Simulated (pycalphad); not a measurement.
Si-Ti solution, phase liquid, at 2450 K; mixing quantities and activities refer to the pure elements in the same phase at that temperature, stable or not.

All values are pycalphad results on the COST 507 light-alloy database (1999) (1 atm), not direct measurements. The data set is of 1999 and partly superseded.

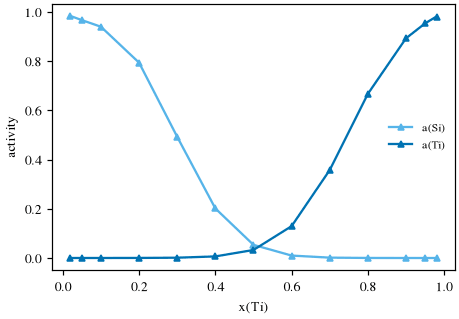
*Activities against composition*

Is the deviation from Raoult's law positive or negative, and how large are the activity coefficients at the dilute ends?

γ(Ti) = 0.0025 at x(Ti) = 0.02 and γ(Si) = 0.00044 at x(Ti) = 0.98; values under 1 are negative deviations, over 1 positive. The enthalpy of mixing is -64.0 kJ/mol at its extreme among the points, x(Ti) = 0.5.
